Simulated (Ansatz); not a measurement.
**CH₄AlNO₂: from a rough start to a minimum**

The task is to find a stationary geometry of CH₄AlNO₂, check the end point by its vibrations and derive ideal-gas thermochemistry, and look at its orbitals and charge.

Computed with Ansatz 0.2.0, Gaussian basis. Level: RKS PBE0-D4/def2-TZVP.

Plan: relaxation at PBE-D4/def2-SVP; relaxation at PBE0-D4/def2-TZVP; harmonic vibrations at the same level; a single point in def2-TZVPP for the fields.

### Step 1. Starting geometry

SMILES `[NH2][Al]([OH])[CH]=O`, 9 atoms, charge 0, spin multiplicity 1.

Atoms are counted from 1 here; the program's logs count them from 0.

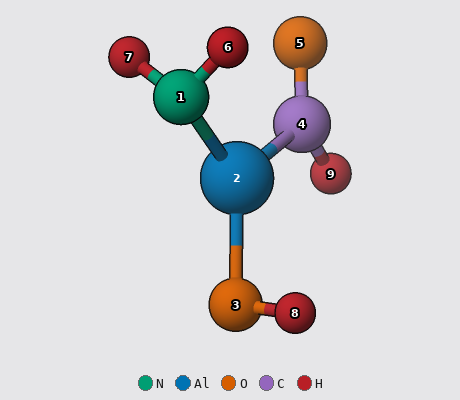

The starting geometry (nitrogen teal, aluminium blue, oxygen orange, carbon purple, hydrogen red); atoms are numbered from 1 in the order of the file.

As a file:

```xyz
9
CH4AlNO2
N     0.5499    1.1117    1.3650
Al   -0.2339   -0.2636    0.3010
O    -0.9229   -1.7625    1.1060
C    -0.1960   -0.0991   -1.6616
O     0.1723    0.8819   -2.2190
H     1.4804    1.3188    1.0193
H    -0.0076    2.0215    1.1132
H    -0.0741   -2.3573    1.1721
H    -0.6796   -0.8978   -2.2131
```

The start is a force-field geometry with small random shifts, so a cheaper pass at PBE-D4/def2-SVP comes first.

### Step 2. Relaxation at PBE-D4/def2-SVP (cheap first pass)

in.yaml reads:

```yaml
crystal:
  periodic: [false, false, false]
  atoms:
    - {symbol: N, position_ang: [0.549900, 1.111700, 1.365000]}
    - {symbol: Al, position_ang: [-0.233900, -0.263600, 0.301000]}
    - {symbol: O, position_ang: [-0.922900, -1.762500, 1.106000]}
    - {symbol: C, position_ang: [-0.196000, -0.099100, -1.661600]}
    - {symbol: O, position_ang: [0.172300, 0.881900, -2.219000]}
    - {symbol: H, position_ang: [1.480400, 1.318800, 1.019300]}
    - {symbol: H, position_ang: [-0.007600, 2.021500, 1.113200]}
    - {symbol: H, position_ang: [-0.074100, -2.357300, 1.172100]}
    - {symbol: H, position_ang: [-0.679600, -0.897800, -2.213100]}
basis:
  gaussian: {orbitals: def2-SVP}
hamiltonian: {xc: pbe, dispersion: d4}
relax: {f_tol: 0.03, max_steps: 200}
```

The run is started by

```sh
> ansatz run in.yaml --threads 2 --pin off --events-out ev --progress --plain --max-ram 4352MiB
```

Output (excerpt; [...] marks lines left out):

```text
Functional definition: PBE
  name "PBE"
  cite "Perdew, Burke & Ernzerhof, Phys. Rev. Lett. 77, 3865 (1996) doi:10.1103/PhysRevLett.77.3865"
  parent pbe
[...]
1041 factors; their error is unknown
[...]
mean field -13265.19965571 eV, -487.4870958719 hartree, gradient 3.0e-5 eV, S^2 0.000000; 0 other end points of the search recorded, 0 dependent functions left out
[...]
reference -13265.19969386 eV, -487.4870972741 hartree; 23, 23 occupied and 71, 71 virtual orbitals, 1041 factors
relax step   1: F+E_penalty+E_count = -13265.34965340 eV  Δ(F+E_penalty+E_count) = +0.000e0 eV  max|allowed force component| = 2.716e0 eV/Å  Δτ_max = 0.0000 Å  (30 SCF iters, accepted)
[...]
relax step   4: F+E_penalty+E_count = -13265.96909175 eV  Δ(F+E_penalty+E_count) = -2.274e-1 eV  max|allowed force component| = 1.433e0 eV/Å  Δτ_max = 0.1305 Å  (30 SCF iters, accepted)
[...]
relax step   7: F+E_penalty+E_count = -13266.31316476 eV  Δ(F+E_penalty+E_count) = -7.610e-2 eV  max|allowed force component| = 3.245e-1 eV/Å  Δτ_max = 0.1998 Å  (30 SCF iters, accepted)
[...]
relax step  10: F+E_penalty+E_count = -13266.52656523 eV  Δ(F+E_penalty+E_count) = -5.898e-2 eV  max|allowed force component| = 4.607e-1 eV/Å  Δτ_max = 0.2000 Å  (28 SCF iters, accepted)
[...]
relax step  14: F+E_penalty+E_count = -13266.56645018 eV  Δ(F+E_penalty+E_count) = -5.837e-3 eV  max|allowed force component| = 1.427e-1 eV/Å  Δτ_max = 0.0478 Å  (31 SCF iters, accepted)
[...]
relax step  15: F+E_penalty+E_count = -13266.56718908 eV  Δ(F+E_penalty+E_count) = -7.389e-4 eV  max|allowed force component| = 2.681e-2 eV/Å  Δτ_max = 0.0329 Å  (32 SCF iters, accepted)
1041 factors; their error is unknown
[...]
mean field -13266.41205690 eV, -487.5316507940 hartree, gradient 1.3e-5 eV, S^2 0.000000; 1 other end points of the search recorded, 0 dependent functions left out
[...]
reference -13266.41209368 eV, -487.5316521456 hartree; 23, 23 occupied and 71, 71 virtual orbitals, 1041 factors
Total energy: -13266.56722585 eV, -487.5373531479 hartree
Atom 0 at     0.528709     1.079464     1.041013 Å, force    -0.009096    -0.016915    -0.005326 eV/Å
Atom 1 at    -0.123190    -0.348275     0.202695 Å, force     0.015061     0.024603     0.016288 eV/Å
Atom 2 at    -0.684166    -1.800901     0.926696 Å, force    -0.002882    -0.002748     0.002781 eV/Å
Atom 3 at    -0.155422    -0.127948    -1.807091 Å, force    -0.012022    -0.025335     0.016558 eV/Å
Atom 4 at     0.271384     0.932172    -2.250862 Å, force     0.010801     0.026813    -0.013845 eV/Å
Atom 5 at     0.840166     1.889557     0.497858 Å, force    -0.004377    -0.003889    -0.005810 eV/Å
Atom 6 at     0.654919     1.251648     2.039048 Å, force     0.003131    -0.000489     0.003139 eV/Å
Atom 7 at    -0.704200    -2.007703     1.873134 Å, force    -0.000334     0.001964    -0.006468 eV/Å
Atom 8 at    -0.539699    -0.914413    -2.539591 Å, force    -0.000282    -0.004003    -0.007316 eV/Å
Dipole moment:     0.014695    -0.048904     0.603693 e Å
```

It took 29 s on 2 threads of Intel Xeon Platinum 8259CL at 2.50GHz, shared host.

Along the way: (the energy doesn't fall at every step)

| step | energy from step 1 (eV) | largest force component (eV/Å) |
| --- | --- | --- |
| 1 | 0.0000 | 2.7162 |
| 2 | -0.3012 | 1.8856 |
| 3 | -0.3920 | 2.9390 |
| 4 | -0.6194 | 1.4327 |
| 5 | -0.7876 | 0.7561 |
| 6 | -0.8874 | 0.5065 |
| 7 | -0.9635 | 0.3245 |
| 8 | -1.0393 | 0.3408 |
| 9 | -1.1179 | 0.3751 |
| 10 | -1.1769 | 0.4607 |
| 11 | -1.2107 | 0.1945 |
| 12 | -1.2110 | 0.3317 |
| 13 | -1.2081 | 0.7268 |
| 14 | -1.2168 | 0.1427 |
| 15 | -1.2175 | 0.0268 |

Distances of close pairs at the start and the end, largest changes first:

```csv
bond,before (Å),after (Å),change (Å)
N1–Al2,1.907,1.779,-0.128
Al2–O3,1.836,1.717,-0.118
N1–H7,1.096,1.021,-0.076
O3–H8,1.039,0.969,-0.070
C4–H9,1.084,1.141,+0.057
Al2–C4,1.970,2.022,+0.052
C4–O5,1.187,1.226,+0.039
N1–H6,1.014,1.024,+0.010
```

### Step 3. Geometry optimisation, PBE0-D4/def2-TZVP

in.yaml reads:

```yaml
crystal:
  periodic: [false, false, false]
  atoms:
    - {symbol: N, position_ang: [0.528709, 1.079464, 1.041013]}
    - {symbol: Al, position_ang: [-0.123190, -0.348275, 0.202695]}
    - {symbol: O, position_ang: [-0.684166, -1.800901, 0.926696]}
    - {symbol: C, position_ang: [-0.155422, -0.127948, -1.807091]}
    - {symbol: O, position_ang: [0.271384, 0.932172, -2.250862]}
    - {symbol: H, position_ang: [0.840166, 1.889557, 0.497858]}
    - {symbol: H, position_ang: [0.654919, 1.251648, 2.039048]}
    - {symbol: H, position_ang: [-0.704200, -2.007703, 1.873134]}
    - {symbol: H, position_ang: [-0.539699, -0.914413, -2.539591]}
basis:
  gaussian: {orbitals: def2-TZVP}
hamiltonian: {xc: pbe0, dispersion: d4}
relax: {f_tol: 0.005, max_steps: 150}
```

Launched as before.

Output (excerpt; [...] marks lines left out):

```text
Functional definition: PBE0
  name "PBE0"
  cite "Adamo & Barone, J. Chem. Phys. 110, 6158 (1999) doi:10.1063/1.478522"
  cite "Perdew, Burke & Ernzerhof, Phys. Rev. Lett. 77, 3865 (1996) doi:10.1103/PhysRevLett.77.3865"
  parent pbe
[...]
1092 factors; their error is unknown
[...]
mean field -13277.48964814 eV, -487.9387447636 hartree, gradient 3.6e-5 eV, S^2 0.000000; 0 other end points of the search recorded, 0 dependent functions left out
[...]
reference -13277.48968071 eV, -487.9387459604 hartree; 23, 23 occupied and 162, 162 virtual orbitals, 1092 factors
relax step   1: F+E_penalty+E_count = -13277.62143919 eV  Δ(F+E_penalty+E_count) = +0.000e0 eV  max|allowed force component| = 1.092e0 eV/Å  Δτ_max = 0.0000 Å  (30 SCF iters, accepted)
[...]
Total energy: -13277.67400266 eV, -487.9455196671 hartree
Atom 0 at     0.528652     1.075925     1.050019 Å, force     0.002056     0.004708     0.001632 eV/Å
Atom 1 at    -0.110547    -0.321169     0.195173 Å, force     0.000521     0.001376    -0.003139 eV/Å
Atom 2 at    -0.666942    -1.753918     0.902628 Å, force    -0.000428    -0.001953    -0.000937 eV/Å
Atom 3 at    -0.161870    -0.145447    -1.806197 Å, force     0.001060     0.003181    -0.001553 eV/Å
Atom 4 at     0.244497     0.894521    -2.279217 Å, force    -0.000178    -0.000363    -0.000855 eV/Å
Atom 5 at     0.841347     1.895695     0.553657 Å, force    -0.000742    -0.001797     0.000076 eV/Å
Atom 6 at     0.641530     1.197682     2.041840 Å, force    -0.000696    -0.001793     0.000991 eV/Å
Atom 7 at    -0.693307    -1.958965     1.834482 Å, force    -0.000508    -0.000491     0.001456 eV/Å
Atom 8 at    -0.534859    -0.930722    -2.509486 Å, force    -0.001085    -0.002870     0.002330 eV/Å
Dipole moment:    -0.011918    -0.118996     0.601557 e Å
```

Run time: 38 s. Hardware: 2 threads of Intel Xeon Platinum 8259CL at 2.50GHz, shared host.

Step by step: (the energy doesn't fall at every step)

| step | energy from step 1 (eV) | largest force component (eV/Å) |
| --- | --- | --- |
| 1 | 0.0000 | 1.0919 |
| 2 | -0.0460 | 0.2483 |
| 3 | -0.0511 | 0.1096 |
| 4 | -0.0512 | 0.1176 |
| 5 | -0.0480 | 0.2409 |
| 6 | -0.0523 | 0.0228 |
| 7 | -0.0525 | 0.0047 |

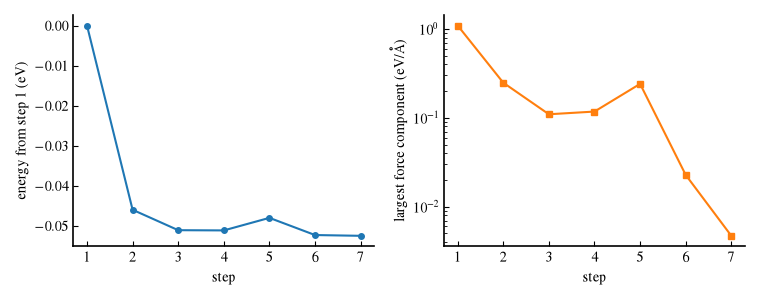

Energy and force, step by step.

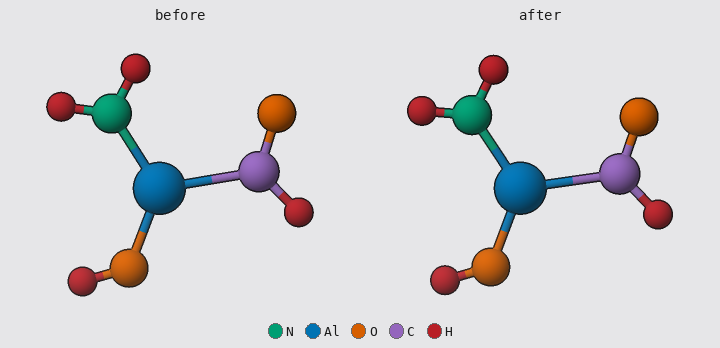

Before and after, at one scale.

Distances of close pairs at the start and the end, largest changes first:

```csv
bond,before (Å),after (Å),change (Å)
Al2–O3,1.717,1.692,-0.025
C4–H9,1.141,1.118,-0.023
N1–Al2,1.779,1.758,-0.021
N1–H6,1.024,1.008,-0.016
N1–H7,1.021,1.006,-0.015
O3–H8,0.969,0.955,-0.014
C4–O5,1.226,1.213,-0.013
Al2–C4,2.022,2.010,-0.012
```

Mulliken charges at the end point, from the run's report:

```
atom  value (e)
  N1      -0.65
 Al2       0.60
  O3      -0.55
  C4      -0.03
  O5      -0.27
  H6       0.26
  H7       0.23
  H8       0.31
  H9       0.09
```

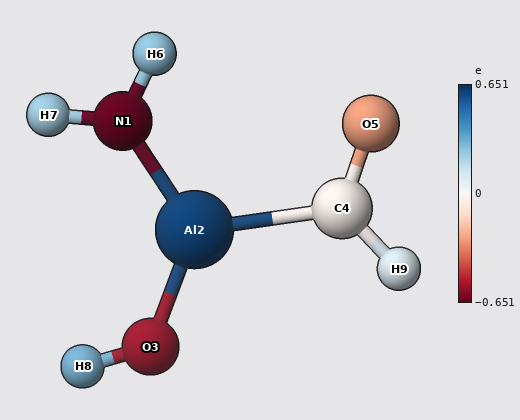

Mulliken charges at the end point, from the run's report, as colours on the atoms.

### Step 4. Harmonic vibrations

in.yaml reads:

```yaml
crystal:
  periodic: [false, false, false]
  atoms:
    - {symbol: N, position_ang: [0.528652, 1.075925, 1.050019]}
    - {symbol: Al, position_ang: [-0.110547, -0.321169, 0.195173]}
    - {symbol: O, position_ang: [-0.666942, -1.753918, 0.902628]}
    - {symbol: C, position_ang: [-0.161870, -0.145447, -1.806197]}
    - {symbol: O, position_ang: [0.244497, 0.894521, -2.279217]}
    - {symbol: H, position_ang: [0.841347, 1.895695, 0.553657]}
    - {symbol: H, position_ang: [0.641530, 1.197682, 2.041840]}
    - {symbol: H, position_ang: [-0.693307, -1.958965, 1.834482]}
    - {symbol: H, position_ang: [-0.534859, -0.930722, -2.509486]}
basis:
  gaussian: {orbitals: def2-TZVP}
hamiltonian: {xc: pbe0, dispersion: d4}
phonons: {temperatures: {t_min: 298.15, t_max: 900, t_step: 200}}
```

Same command.

Output (excerpt; [...] marks lines left out):

```text
Functional definition: PBE0
  name "PBE0"
  cite "Adamo & Barone, J. Chem. Phys. 110, 6158 (1999) doi:10.1063/1.478522"
  cite "Perdew, Burke & Ernzerhof, Phys. Rev. Lett. 77, 3865 (1996) doi:10.1103/PhysRevLett.77.3865"
  parent pbe
[...]
1092 factors; their error is unknown
[...]
mean field -13277.54139469 eV, -487.9406464141 hartree, gradient 3.6e-5 eV, S^2 0.000000; 0 other end points of the search recorded, 0 dependent functions left out
[...]
reference -13277.54142729 eV, -487.9406476120 hartree; 23, 23 occupied and 162, 162 virtual orbitals, 1092 factors
[...]
1092 factors; their error is unknown
mean field -13277.54137598 eV, -487.9406457266 hartree, gradient 1.1e-6 eV, S^2 0.000000; 0 other end points of the search recorded, 0 dependent functions left out
[...]
reference -13277.54140858 eV, -487.9406469244 hartree; 23, 23 occupied and 162, 162 virtual orbitals, 1092 factors
[...]
Atom 1 at    -0.110547    -0.321169     0.195173 Å, force     0.000451     0.001276    -0.003581 eV/Å
Atom 2 at    -0.666942    -1.753918     0.902628 Å, force    -0.000426    -0.001968    -0.000806 eV/Å
Atom 3 at    -0.161870    -0.145447    -1.806197 Å, force     0.001071     0.003177    -0.001405 eV/Å
Atom 4 at     0.244497     0.894521    -2.279217 Å, force    -0.000163    -0.000325    -0.000858 eV/Å
Atom 5 at     0.841347     1.895695     0.553657 Å, force    -0.000746    -0.001812     0.000092 eV/Å
Atom 6 at     0.641530     1.197682     2.041840 Å, force    -0.000688    -0.001774     0.000982 eV/Å
Atom 7 at    -0.693307    -1.958965     1.834482 Å, force    -0.000496    -0.000463     0.001479 eV/Å
Atom 8 at    -0.534859    -0.930722    -2.509486 Å, force    -0.001092    -0.002880     0.002308 eV/Å
Dipole moment:    -0.011920    -0.118997     0.601551 e Å
Vibrations: 79.91 99.39 198.84 221.20 287.95 299.95 369.62 422.89 568.64 598.06 652.66 803.04 819.54 921.72 1387.91 1559.99 1735.35 2802.30 3610.77 3706.04 3973.86 cm⁻¹, zero-point energy 1.557219 eV
```

It took 3 min on 2 threads of Intel Xeon Platinum 8259CL at 2.50GHz, shared host.

Motions are named by where the mode's potential energy lies. Wavenumbers, unscaled:

```
mode  cm⁻¹                          motion
   1    80                         torsion
   2    99                            bend
   3   199                            bend
   4   221                         torsion
   5   288                         torsion
   6   300                            bend
   7   370                         torsion
   8   423                         torsion
   9   569                            bend
  10   598          Al–C stretch with bend
  11   653                            bend
  12   803  torsion with out-of-plane bend
  13   820      mixed, led by Al–N stretch
  14   922           Al–O and Al–N stretch
  15  1388                            bend
  16  1560                            bend
  17  1735                     C–O stretch
  18  2802                     C–H stretch
  19  3611                     N–H stretch
  20  3706                     N–H stretch
  21  3974                     O–H stretch
```

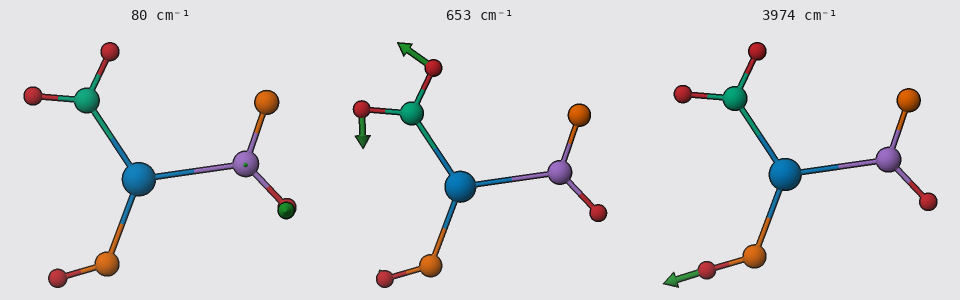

Displacements of 3 modes, as arrows.

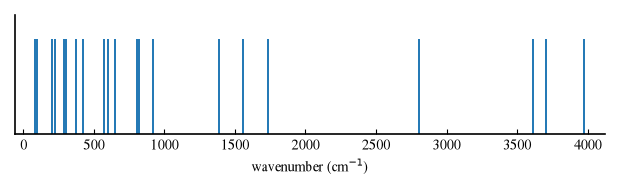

The harmonic wavenumbers as sticks (no intensities were computed).

Ideal gas, rigid rotor and harmonic oscillator at 298.15 K and 1 bar, with symmetry number 1:

```
                term            value
   zero-point energy     150.2 kJ/mol
          H(298) − E     172.7 kJ/mol
entropy, translation  164.8 J/(mol K)
   entropy, rotation  111.7 J/(mol K)
  entropy, vibration   76.2 J/(mol K)
      entropy, total  352.7 J/(mol K)
```

### Step 5. A single point for the fields

Changes to in.yaml since step 4:

```diff
@@ -13,4 +13,4 @@
 basis:
-  gaussian: {orbitals: def2-TZVP}
+  gaussian: {orbitals: def2-TZVPP}
 hamiltonian: {xc: pbe0, dispersion: d4}
-phonons: {temperatures: {t_min: 298.15, t_max: 900, t_step: 200}}
+output: {orbitals: {seedname: orbitals}}
```

Same command.

Output:

```text
Functional definition: PBE0
  name "PBE0"
  cite "Adamo & Barone, J. Chem. Phys. 110, 6158 (1999) doi:10.1063/1.478522"
  cite "Perdew, Burke & Ernzerhof, Phys. Rev. Lett. 77, 3865 (1996) doi:10.1103/PhysRevLett.77.3865"
  parent pbe
  parameter a = 0.25
  parameter kappa = 0.804
  parameter beta = 0.06672455060314922
  exchange = (1 - a)*pbe_x(kappa = kappa, mu = beta*pi^2/3) + a*exact_x
  correlation = pbe_c(beta = beta)
1173 factors; their error is unknown
mean field evaluation 1: about -13263.4015 eV, gradient 9.1e1 eV
mean field evaluation 2: about -13239.9216 eV, gradient 1.4e2 eV
mean field evaluation 4: about -13277.3731 eV, gradient 1.2e1 eV
mean field evaluation 8: about -13277.6277 eV, gradient 2.9e-1 eV
mean field evaluation 16: about -13277.6526 eV, gradient 4.5e-5 eV
mean field -13277.65257242 eV, -487.9447321204 hartree, gradient 4.5e-5 eV, S^2 0.000000; 0 other end points of the search recorded, 0 dependent functions left out
reference -13277.65260504 eV, -487.9447333189 hartree; 23, 23 occupied and 199, 199 virtual orbitals, 1173 factors
Total energy: -13277.78518703 eV, -487.9496056172 hartree
```

It took 4 s on 2 threads of Intel Xeon Platinum 8259CL at 2.50GHz, shared host.

The fields below are evaluated on a grid from the run's orbitals.

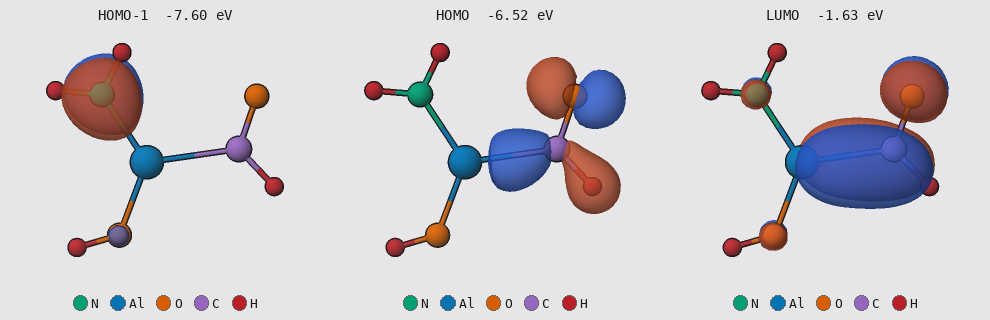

PBE0-D4/def2-TZVPP orbitals near the gap, drawn at the value that encloses 70 % of each; the two colours are the two signs.

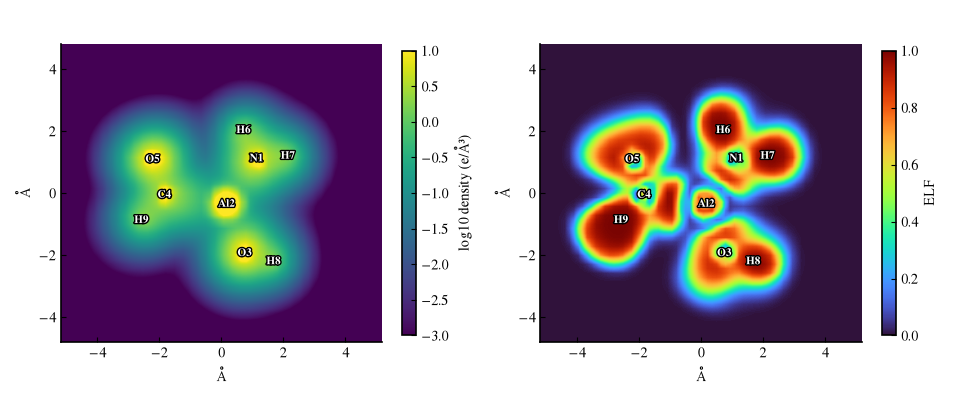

Density (left) and ELF (right) in a plane through or near 9 of the atoms.

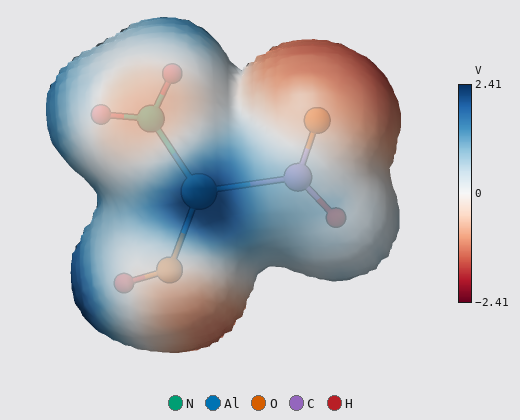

Electrostatic potential on the surface of density 0.002 e/bohr³; red is low, blue high. It runs from -1.47 V near O5 to 2.41 V near Al2.

### Step 6. Results

```
                  quantity            value
               point group               Cs
                     steps           15 + 7
shift from the start (rms)          0.688 Å
              total energy   -13277.6740 eV
           dispersion term         -133 meV
             dipole moment           2.95 D
lowest, highest wavenumber    80, 3974 cm⁻¹
         zero-point energy     150.2 kJ/mol
       entropy at 298.15 K  352.7 J/(mol K)
                HOMO, LUMO  -6.52, -1.63 eV
```

In words: The relaxed geometry lies 0.69 Å (rms) from the start; the bond that changed most is N1–Al2, from 1.907 to 1.758 Å. All wavenumbers are real, so the end point is a minimum. The stiffest mode, 3974 cm⁻¹, is an O–H stretch, and 3 modes under 200 cm⁻¹ make the vibrational entropy uncertain. Harmonic hybrid wavenumbers usually lie a few per cent above measured fundamentals. The largest Mulliken charge, -0.65 e, sits on N1. The HOMO lies mostly on O5 52 %; C4 18 % and the LUMO on C4 40 %; O5 27 %.
